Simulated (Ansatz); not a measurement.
# linear Ag chain: one chain at several levels of theory, part 2 of 3

Wanted: the relaxed geometry and the open channels of the linear Ag chain, by several methods.

Ansatz 0.2.0; DFT PBE, plane waves, PAW; relaxation of a chain's period (the session's first sound run).

So far. Step 2 (Relaxing the period, level PBE, cutoff 420 eV): The cell's length comes to 2.653 Å with no moment.

### 3. The wire at its relaxed period, level PBE, cutoff 420 eV

This step: DFT PBE, plane waves, PAW; channels and complex bands of a perfect chain (Ansatz 0.2.0).

At the relaxed period the Bloch states of the perfect chain are found at each energy: those that move forward count the open channels, and those that decay describe how a disturbance dies away inside the wire itself. An energy step of 0.035 eV is under the 0.039 eV that the program asks for its thermal average at 300 K.

input.yaml reads:

```yaml
crystal:
  lattice:
    - [7.5, 0.0, 0.0]
    - [0.0, 7.5, 0.0]
    - [0.0, 0.0, 2.6531019522]
  atoms:
    - { symbol: Ag, position: [0.5, 0.5, 0.0] }
kpoints:
  mp_grid: { grid: [1, 1, 31] }
  band_path: { path: ["Γ", Z], npoints: 60 }
scf:
  occupations: { method: fermi_dirac, width: 0.05 }
hamiltonian:
  xc: pbe
output:
  transmission:
    e_range: [-2, 2]
    de: 0.035
    kmesh: [1, 1]
    reduced_basis: true
    leads: [[0, 0]]
  dos: { projected: true, e_range: [-6, 4] }
  write_potential: true
  write_density: true
  volumetric_format: npy
  elf: true
```

Launch:

```bash
> ansatz run input.yaml --threads 4 --pin off --max-ram 8192MiB --backend cpu --events-out ev --progress --plain --runs-dir out
```

Numbers of over 12 decimals in the logs are rounded to 6 here.

What it wrote:

```text
[...]
Crystal: 1 atoms, lattice volume = 149.237 Å³
Basis set: ecut = 420 eV, 3009 PW (Γ)
Bands: 14, of which v1, the nominal top of the filled ones, is band 10 counted from 1 (9 counted from 0)
Symmetry: 16 space group operations
[...]
k-points: 16 of 31
[...]
SCF iter   1: F=—  HF=-7589.215456 eV  |F-HF|=—  |Δ(HF+E_count)|=         —  Δρ=1.34e-3  dr2=2.99e-3  ethr=1.77e-3  ⟨swp⟩=5.1  Hψ=1117  notcnv=0
[...]
SCF iter   6: F=-7589.217812 eV  HF=-7589.217812 eV  |F-HF|=5.31e-10  |Δ(HF+E_count)|=   1.09e-7  Δρ=1.12e-6  dr2=1.60e-9  ethr=3.23e-10  ⟨swp⟩=2.9  Hψ=745  notcnv=0
SCF 1 converged in 6 iterations: F = -7589.217812 eV  dr2 = 1.60e-9
[...]
NSCF: frozen V_eff on 61 k-points
transmission: 4 of 24 steps passed
transmission: 8 of 24 steps passed
[...]
transmission: 24 of 24 steps passed
WARN: The output density's exchange-correlation potential varies sharply where the density is thin. Do not read a vacuum level from v_tot or v_xc, or from such a field of the output density. On a cell that repeats whose density bears no net charge and no dipole along the vacuum's axis use v_es (v_loc + v_h of the components); under efield.dipole_correction with no amplitude use v_es + v_field, which holds any externa [...]
SCF converged after 6 iterations
Free energy (F): -7589.217812 eV
[...]
Internal energy: -7589.213889 eV  (E = F + TS)
E sigma→0 (E₀):  -7589.215850 eV
Entropy (-TS):   -0.003923 eV (-3.923 meV/atom)
Fermi energy:    -2.588345 eV
[...]
--- Band table (eV; the first three rows and the last of 16) ---
  k-point 0: bands = [... 6 lower, -5.4196, -4.5482, -4.5482, -3.7191, 0.7233, 0.7233, 2.0964, 3.2861]
  k-point 1: bands = [... 6 lower, -5.4164, -4.5714, -4.5714, -3.7028, 0.7575, 0.7575, 2.1176, 3.3075]
  k-point 2: bands = [... 6 lower, -5.4070, -4.6390, -4.6390, -3.6536, 0.8582, 0.8582, 2.1812, 3.3715]
  k-point 15: bands = [... 6 lower, -5.1014, -5.1009, -4.3548, 1.1918, 3.1656, 5.8015, 5.8015, 6.9879]
--- Transmission ---
  basis      : 497 plane waves across, 4 finite elements along
  points     : 1, standing for a mesh of 1 x 1
  filling    : by the input's occupations and mesh, since the crystals that have channels conduct as metals do. If one of these is a semiconductor, that mesh has misplaced its level
  energies   : 115 from -2.000000 to 1.990000 eV about the Fermi level, 0.035000 eV apart; the leads are filled to 0.000000 eV, and channels, transmission and decay are at -0.005000 eV
  crystal 0  : Ag1, at the sites [0, 0], period 2.6531 Å: whole cells are its period
    offset         : up to 0.0000 Å between an atom of the period and one for which it stands
    filled         : 29.0 meV over the level at which it is neutral
    channels       : 1.000000e0 a spin
    conductance    : 1.3774e14 S/m² at 300 K; may be off by some 0.0 % by where its bands' edges are placed, 0.0 % from the distance to neutral
```

Elapsed: 9.8 s, on 4 threads of Arm Neoverse V1, shared host; peak memory 0.47 GiB.

This step gave:

- energy at zero smearing: -7589.2159 eV
- channels at the energy nearest the Fermi level, one spin: 1
- conductance of the lead as this run defines it: 1.0000 G₀
- band gap: 0 eV

Table of open channels of the lead, one spin by energy, zero at the Fermi level:

```tsv
energy (eV)	open channels of the lead, one spin
-2.0000	3
-1.7550	0
-1.5100	0
-1.2650	0
-0.9850	1
-0.7400	1
-0.4950	1
-0.2500	1
-0.0050	1
0.2400	1
0.4850	1
0.7650	1
1.0100	1
1.2550	1
1.5000	1
1.7450	1
```

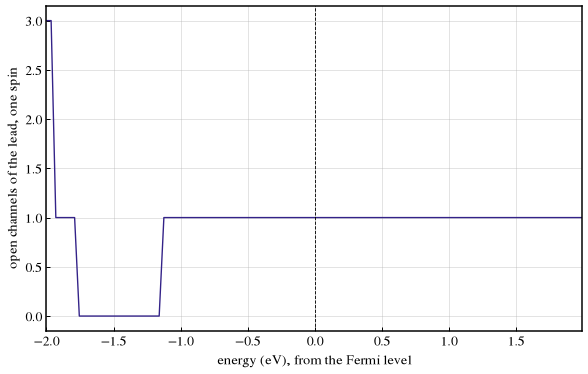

Open channels of the lead, one spin, plotted against energy.

The slowest values at each energy, most degenerate partners merged, listed up to 1.5 1/Å. Table of Im kz of the slowest decaying states by energy, zero at the Fermi level:

```tsv
energy (eV)	decay 1 (Å⁻¹)	decay 2 (Å⁻¹)	decay 3 (Å⁻¹)	decay 4 (Å⁻¹)
-2.0000	0.574	0.777	0.777	1.36
-1.7550	0.0364	0.218	0.484	0.889
-1.5100	0.245	0.310	0.375	0.972
-1.2650	0.221	0.346	0.370	1.04
-0.9850	0.418	0.433	1.10	1.10
-0.7400	0.449	0.497	1.14	1.14
-0.4950	0.472	0.552	1.18	1.18
-0.2500	0.489	0.600	1.17	1.21
-0.0050	0.501	0.642	1.14	1.23
0.2400	0.507	0.680	1.11	1.21
0.4850	0.510	0.714	1.08	1.19
0.7650	0.507	0.748	1.04	1.16
1.0100	0.5	0.774	1.01	1.14
1.2550	0.489	0.798	0.977	1.12
1.5000	0.473	0.819	0.941	1.10
1.7450	0.452	0.838	0.904	1.07
```

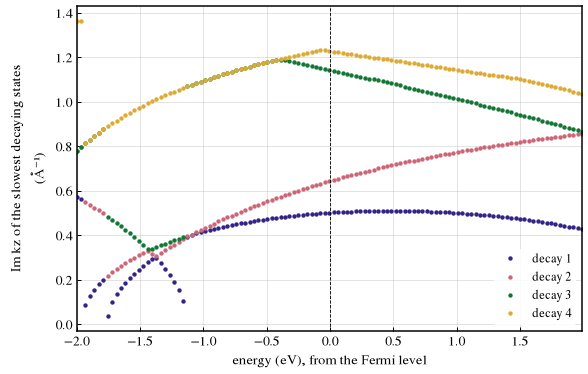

Im kz of the slowest decaying states, plotted against energy.

The electronic bands at the labelled points (eV, zero at the Fermi level):

```tsv
point	band 7	band 8	band 9	band 10	band 11	band 12	band 13	band 14
Γ	-2.83	-1.96	-1.96	-1.13	3.31	3.31	4.68	5.87
Z	-2.51	-2.51	-1.76	3.87	5.65	8.44	8.44	9.75
```

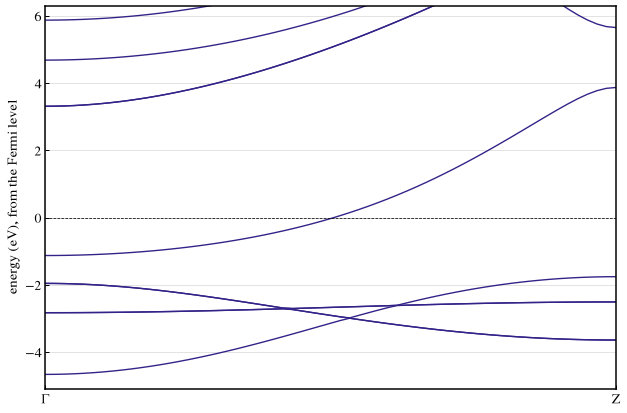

Electronic bands along the path.

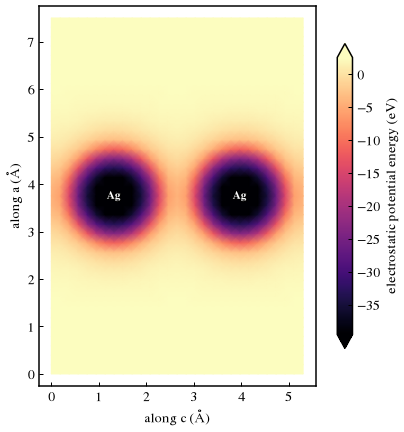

Electrostatic potential energy in the ca plane at fractional y = 0.500, with atoms of Ag within 0.2 Å of it. With pseudopotentials it is smooth inside the atoms' cores, unlike the true potential. The map starts off the cell's origin, so that atoms lie inside it.

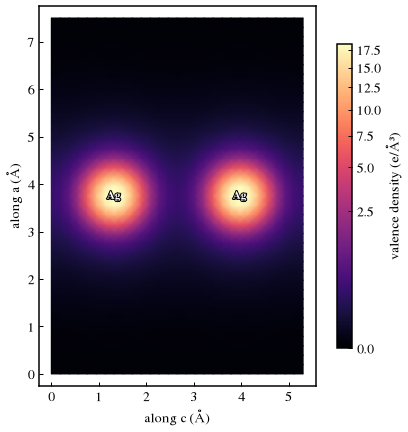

Valence density in the ca plane at fractional y = 0.500, with atoms of Ag within 0.2 Å of it. It is the smooth field of the valence electrons, not physical close to the nuclei. The map starts off the cell's origin, so that atoms lie inside it. The colour scale is stretched toward low values.

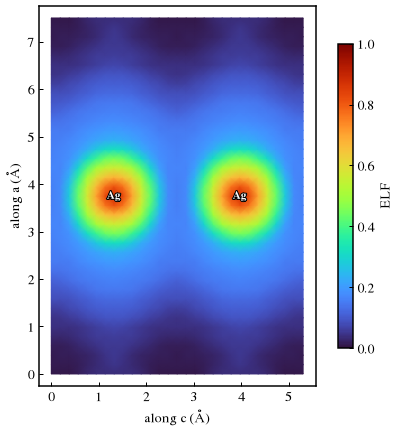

ELF in the ca plane at fractional y = 0.500, with atoms of Ag within 0.2 Å of it. It is the smooth field of the valence electrons, not physical close to the nuclei. The map starts off the cell's origin, so that atoms lie inside it.

By hand: the program gives 1.3774 × 10^14 S/m² over the cell's cross-section of 56.25 Å² = 5.625 × 10^-19 m², so one cell conducts 7.748 × 10^-5 S. Divided by G0 = 2e²/h = 7.748 × 10^-5 S this is 1.000 G0, a resistance of 12.9 kΩ.

At the computed energy nearest the Fermi level there are 1 channel a spin, and the thermal average gives 1.000 G₀.

### 4. Relaxing the period

This step: DFT RPBE, plane waves, PAW; relaxation of a chain's period (Ansatz 0.2.0).

The relaxation is repeated under another functional. RPBE strengthens the exchange enhancement and tends to longer, weaker bonds than PBE.

input.yaml reads:

```yaml
crystal:
  lattice:
    - [7.5, 0.0, 0.0]
    - [0.0, 7.5, 0.0]
    - [0.0, 0.0, 2.697]
  atoms:
    - { symbol: Ag, position: [0.5, 0.5, 0.0], spin: 0.5 }
magnetization:
  spin_polarized: true
kpoints:
  mp_grid: { grid: [1, 1, 30] }
scf:
  occupations: { method: fermi_dirac, width: 0.05 }
hamiltonian:
  xc: rpbe
relax:
  cell: { fix: [a, b, alpha, beta, gamma] }
  max_steps: 60
```

What it wrote:

```text
[...]
Crystal: 1 atoms, lattice volume = 151.706 Å³
Basis set: ecut = 420 eV, 3017 PW (Γ), exchange–correlation on 108×108×40 points (8 copies of the dense FFT grid, shifted against one another)
Bands: 14, of which v1, the nominal top of the filled ones, is band 10 counted from 1 (9 counted from 0)
Symmetry: 16 space group operations
[...]
-0.154485      -0.000000      -0.000000
       -0.000000      -0.154485       0.000000
       -0.000000       0.000000       0.001807
  P = ⅓ Tr σ = -0.1024 GPa (-1.024 kbar)
--- Relaxed structure (3 steps of the walk, 3 accepted, 1 SCFs on fresh bases) ---
[...]
cell:  # Å, volume = 152.4974 Å³
    - [7.5, 0, 0]
    - [0, 7.5, 0]
    - [0, 0, 2.711065]
  atoms:
    - { symbol: Ag, position: [0.5, 0.5, 0.0] }
[key lines of the parts left out:]
SCF converged after 5 iterations
Magnetization: -0.0000 μB (9.5000 up, 9.5000 down)
Free energy (F): -7597.538968 eV
Fermi energy:    -2.477460 eV
```

The job ended after 4.8 s (4 threads; peak memory 0.4 GiB; 17 s of CPU time).

The steps of the relaxation:

```tsv
step	energy less that of the first step (eV)	largest force component (eV/Å)	pressure (GPa)	volume (Å³)
1	0.0000	0.0000	-0.06	151.71
2	-0.0002	0.0000	-0.08	152.09
3	-0.0003	0.0000	-0.10	152.50
4*	-0.0004	0.0000	-0.10	152.50
```

Relaxation steps marked * repeat the geometry before them on a plane-wave basis chosen anew for their cell, so energy and pressure can jump there.

```tsv
cell as run	before	after	change
c (Å)	2.697	2.711	+0.5 %
```

Final coordinates:

```cif
data_structure
_symmetry_space_group_name_H-M 'P 1'
_symmetry_Int_Tables_number 1
_cell_length_a 7.5000
_cell_length_b 7.5000
_cell_length_c 2.7111
_cell_angle_alpha 90.000
_cell_angle_beta 90.000
_cell_angle_gamma 90.000
_cell_volume 152.50
loop_
_atom_site_label
_atom_site_type_symbol
_atom_site_fract_x
_atom_site_fract_y
_atom_site_fract_z
_atom_site_occupancy
Ag1 Ag 0.50000 0.50000 0.00000 1
```

The cell's length comes to 2.711 Å, +2.2 % against the first run, with no moment.

The cell grew by 0.5 % in its periodic edges.

### 5. Bands of the perfect wire, level RPBE, cutoff 420 eV

This step: DFT RPBE, plane waves, PAW; channels and complex bands of a perfect chain (Ansatz 0.2.0).

The channels are counted again under RPBE, at the period that it gave.

input.yaml reads:

```yaml
crystal:
  lattice:
    - [7.5, 0.0, 0.0]
    - [0.0, 7.5, 0.0]
    - [0.0, 0.0, 2.7110650745]
  atoms:
    - { symbol: Ag, position: [0.5, 0.5, 0.0] }
kpoints:
  mp_grid: { grid: [1, 1, 30] }
  band_path: { path: ["Γ", Z], npoints: 60 }
scf:
  occupations: { method: fermi_dirac, width: 0.05 }
hamiltonian:
  xc: rpbe
output:
  transmission:
    e_range: [-2, 2]
    de: 0.035
    kmesh: [1, 1]
    reduced_basis: true
    leads: [[0, 0]]
  dos: { projected: true, e_range: [-6, 4] }
```

What it wrote:

```text
[...]
Crystal: 1 atoms, lattice volume = 152.497 Å³
Basis set: ecut = 420 eV, 3033 PW (Γ)
Bands: 14, of which v1, the nominal top of the filled ones, is band 10 counted from 1 (9 counted from 0)
Symmetry: 16 space group operations
[...]
k-points: 16 of 30
[...]
k-point 15: bands = [... 6 lower, -5.0532, -5.0525, -4.3600, 1.3042, 2.8169, 5.7221, 5.7221, 6.7528]
--- Transmission ---
  basis      : 497 plane waves across, 4 finite elements along
  points     : 1, standing for a mesh of 1 x 1
[...]
crystal 0  : Ag1, at the sites [0, 0], period 2.7111 Å: whole cells are its period
[...]
filled         : 7.6 meV over the level at which it is neutral
    channels       : 1.000000e0 a spin
[...]
[key lines of the parts left out:]
SCF converged after 6 iterations
Free energy (F): -7597.539046 eV
Fermi energy:    -2.477652 eV
```

Run time: 9.3 s. Hardware: 4 threads; peak memory 0.46 GiB; 32 s of CPU time.

At the computed energy nearest the Fermi level there are 1 channel a spin, and the thermal average gives 1.000 G₀.

### 6. The relaxed wire

This step: DFT PBEsol, plane waves, PAW; relaxation of a chain's period (Ansatz 0.2.0).

The relaxation is repeated under another functional. PBEsol weakens PBE's gradient terms and usually lands between LDA and PBE.

input.yaml reads:

```yaml
crystal:
  lattice:
    - [7.5, 0.0, 0.0]
    - [0.0, 7.5, 0.0]
    - [0.0, 0.0, 2.697]
  atoms:
    - { symbol: Ag, position: [0.5, 0.5, 0.0], spin: 0.5 }
magnetization:
  spin_polarized: true
kpoints:
  mp_grid: { grid: [1, 1, 30] }
scf:
  occupations: { method: fermi_dirac, width: 0.05 }
hamiltonian:
  xc: pbesol
relax:
  cell: { fix: [a, b, alpha, beta, gamma] }
  max_steps: 60
```

What it wrote:

```text
[...]
Crystal: 1 atoms, lattice volume = 151.706 Å³
Basis set: ecut = 420 eV, 3017 PW (Γ), exchange–correlation on 108×108×40 points (8 copies of the dense FFT grid, shifted against one another)
Bands: 14, of which v1, the nominal top of the filled ones, is band 10 counted from 1 (9 counted from 0)
Symmetry: 16 space group operations
[...]
-0.128194      -0.000000      -0.000000
       -0.000000      -0.128194       0.000000
       -0.000000       0.000000      -0.021792
  P = ⅓ Tr σ = -0.0927 GPa (-0.927 kbar)
--- Relaxed structure (4 steps of the walk, 4 accepted, 1 SCFs on fresh bases) ---
[...]
cell:  # Å, volume = 146.0143 Å³
    - [7.5, 0, 0]
    - [0, 7.5, 0]
    - [0, 0, 2.595809]
  atoms:
    - { symbol: Ag, position: [0.5, 0.5, 0.0] }
[key lines of the parts left out:]
SCF converged after 5 iterations
Magnetization: 0.0000 μB (9.5000 up, 9.5000 down)
Free energy (F): -7520.505258 eV
Fermi energy:    -2.665563 eV
```

Elapsed: 6.4 s, on 4 threads; peak memory 0.4 GiB.

Relaxation path:

```tsv
step	energy less that of the first step (eV)	largest force component (eV/Å)	pressure (GPa)	volume (Å³)
1	0.0000	0.0000	-0.48	151.71
2	-0.0178	0.0000	-0.29	148.60
3	-0.0228	0.0000	-0.02	145.14
4	-0.0233	0.0000	-0.09	146.01
5*	-0.0230	0.0000	-0.09	146.01
```

Relaxation steps marked * repeat the geometry before them on a plane-wave basis chosen anew for their cell, so energy and pressure can jump there.

```tsv
cell as run	before	after	change
c (Å)	2.697	2.596	-3.8 %
```

The relaxed structure:

```xyz
1
Lattice="7.5000 0.0000 0.0000 0.0000 7.5000 0.0000 0.0000 0.0000 2.5958" Properties=species:S:1:pos:R:3
Ag    3.7500    3.7500    0.0000
```

The cell's length comes to 2.596 Å, -2.2 % against the first run, with no moment.

The cell shrank by 3.8 % in its periodic edges.

### 7. The perfect wire, level PBEsol, cutoff 420 eV

This step: DFT PBEsol, plane waves, PAW; channels and complex bands of a perfect chain (Ansatz 0.2.0).

The channels are counted again under PBEsol, at the period that it gave.

input.yaml reads:

```yaml
crystal:
  lattice:
    - [7.5, 0.0, 0.0]
    - [0.0, 7.5, 0.0]
    - [0.0, 0.0, 2.5958089785]
  atoms:
    - { symbol: Ag, position: [0.5, 0.5, 0.0] }
kpoints:
  mp_grid: { grid: [1, 1, 31] }
  band_path: { path: ["Γ", Z], npoints: 60 }
scf:
  occupations: { method: fermi_dirac, width: 0.05 }
hamiltonian:
  xc: pbesol
output:
  transmission:
    e_range: [-2, 2]
    de: 0.035
    kmesh: [1, 1]
    reduced_basis: true
    leads: [[0, 0]]
  dos: { projected: true, e_range: [-6, 4] }
```

What it wrote:

```text
[...]
Crystal: 1 atoms, lattice volume = 146.014 Å³
Basis set: ecut = 420 eV, 2857 PW (Γ)
Bands: 14, of which v1, the nominal top of the filled ones, is band 10 counted from 1 (9 counted from 0)
Symmetry: 16 space group operations
[...]
k-points: 16 of 31
[...]
k-point 15: bands = [... 6 lower, -5.0990, -5.0985, -4.2802, 1.2355, 3.5326, 6.0654, 6.0654, 7.3563]
--- Transmission ---
  basis      : 497 plane waves across, 4 finite elements along
  points     : 1, standing for a mesh of 1 x 1
[...]
crystal 0  : Ag1, at the sites [0, 0], period 2.5958 Å: whole cells are its period
[...]
filled         : 31.2 meV over the level at which it is neutral
    channels       : 1.000000e0 a spin
[...]
[key lines of the parts left out:]
SCF converged after 6 iterations
Free energy (F): -7520.504264 eV
Fermi energy:    -2.642375 eV
```

It took 8.9 s on 4 threads; peak memory 0.45 GiB.

At the computed energy nearest the Fermi level there are 1 channel a spin, and the thermal average gives 1.000 G₀.

### 8. Relaxation of atoms and period, cutoff 500 eV

This step: DFT r2SCAN, plane waves, PAW; relaxation of a chain's period (Ansatz 0.2.0).

The relaxation is repeated under another functional. r2SCAN also reads the kinetic-energy density; it often gives larger moments and wider gaps than PBE, at a higher cost. Against the first PBE run of this kind, the cutoff is 500 eV against 420.

input.yaml reads:

```yaml
crystal:
  lattice:
    - [7.5, 0.0, 0.0]
    - [0.0, 7.5, 0.0]
    - [0.0, 0.0, 2.697]
  atoms:
    - { symbol: Ag, position: [0.5, 0.5, 0.0], spin: 0.5 }
magnetization:
  spin_polarized: true
kpoints:
  mp_grid: { grid: [1, 1, 30] }
scf:
  occupations: { method: fermi_dirac, width: 0.05 }
hamiltonian:
  xc: r2scan
relax:
  cell: { fix: [a, b, alpha, beta, gamma] }
  max_steps: 60
```

What it wrote:

```text
[...]
Crystal: 1 atoms, lattice volume = 151.706 Å³
Basis set: ecut = 500 eV, 3825 PW (Γ), exchange–correlation on 240×240×80 points (64 copies of the dense FFT grid, shifted against one another)
Bands: 14, of which v1, the nominal top of the filled ones, is band 10 counted from 1 (9 counted from 0)
Symmetry: 16 space group operations
[...]
-0.145953       0.000000      -0.000000
        0.000000      -0.145953       0.000000
       -0.000000       0.000000      -0.017055
  P = ⅓ Tr σ = -0.1030 GPa (-1.030 kbar)
--- Relaxed structure (4 steps of the walk, 4 accepted, 1 SCFs on fresh bases) ---
[...]
cell:  # Å, volume = 146.7672 Å³
    - [7.5, 0, 0]
    - [0, 7.5, 0]
    - [0, 0, 2.609195]
  atoms:
    - { symbol: Ag, position: [0.5, 0.5, 0] }
[key lines of the parts left out:]
SCF converged after 6 iterations
Magnetization: 0.0000 μB (9.5000 up, 9.5000 down)
Free energy (F): -7602.305804 eV
Fermi energy:    -2.528732 eV
```

The job ended after 22 s (4 threads; peak memory 0.72 GiB).

Step by step:

```tsv
step	energy less that of the first step (eV)	largest force component (eV/Å)	pressure (GPa)	volume (Å³)
1	0.0000	0.0000	-0.44	151.71
2	-0.0133	0.0000	-0.27	149.01
3	-0.0171	0.0000	-0.05	146.16
4	-0.0173	0.0000	-0.10	146.77
5*	-0.0171	0.0000	-0.10	146.77
```

Relaxation steps marked * repeat the geometry before them on a plane-wave basis chosen anew for their cell, so energy and pressure can jump there.

```tsv
cell as run	before	after	change
c (Å)	2.697	2.609	-3.3 %
```

Final coordinates:

```xyz
1
Lattice="7.5000 0.0000 0.0000 0.0000 7.5000 0.0000 0.0000 0.0000 2.6092" Properties=species:S:1:pos:R:3
Ag    3.7500    3.7500    0.0000
```

The cell's length comes to 2.609 Å, -1.7 % against the first run, with no moment.

The cell shrank by 3.3 % in its periodic edges.

### 9. Bands of the perfect wire, level r2SCAN, cutoff 500 eV

This step: DFT r2SCAN, plane waves, PAW; channels and complex bands of a perfect chain (Ansatz 0.2.0).

The channels are counted again under r2SCAN, at the period that it gave. Its window is narrower, to save time.

input.yaml reads:

```yaml
crystal:
  lattice:
    - [7.5, 0.0, 0.0]
    - [0.0, 7.5, 0.0]
    - [0.0, 0.0, 2.609194865]
  atoms:
    - { symbol: Ag, position: [0.5, 0.5, 0.0] }
kpoints:
  mp_grid: { grid: [1, 1, 31] }
  band_path: { path: ["Γ", Z], npoints: 60 }
scf:
  occupations: { method: fermi_dirac, width: 0.05 }
hamiltonian:
  xc: r2scan
output:
  transmission:
    e_range: [-0.7, 0.7]
    de: 0.035
    kmesh: [1, 1]
    reduced_basis: true
    leads: [[0, 0]]
  dos: { projected: true, e_range: [-6, 4] }
```

What it wrote:

```text
[...]
Crystal: 1 atoms, lattice volume = 146.767 Å³
Basis set: ecut = 500 eV, 3745 PW (Γ), exchange–correlation on 240×240×80 points (64 copies of the dense FFT grid, shifted against one another)
Bands: 14, of which v1, the nominal top of the filled ones, is band 10 counted from 1 (9 counted from 0)
Symmetry: 16 space group operations
[...]
k-points: 16 of 31
[...]
k-point 15: bands = [... 6 lower, -5.3763, -5.3761, -4.5379, 1.5692, 3.7060, 6.3543, 6.3543, 7.4293]
--- Transmission ---
  basis      : 593 plane waves across, 4 finite elements along
  points     : 1, standing for a mesh of 1 x 1
[...]
crystal 0  : Ag1, at the sites [0, 0], period 2.6092 Å: whole cells are its period
[...]
filled         : 36.9 meV over the level at which it is neutral
    channels       : 1.000000e0 a spin
[...]
[key lines of the parts left out:]
SCF converged after 6 iterations
Free energy (F): -7602.304532 eV
Fermi energy:    -2.500069 eV
```

Elapsed: 10 s, on 4 threads; peak memory 0.74 GiB; 37 s of CPU time.

The open channels of the lead, one spin stays at 1 for energy from -0.7 to 0.7 eV.

At the computed energy nearest the Fermi level there are 1 channel a spin, and the thermal average gives 1.000 G₀.

(Part 2 of 3 ends here.)

[Logs are printed without paths, hosts, clocks, repeated set-up lines and the standing remarks that a program may print on its own settings, such as how far it seeks lower states.]

[Hosts, paths, dates, database ids (printed as entryN), source tags and the programs' standing remarks are cut or masked in the printed files.]
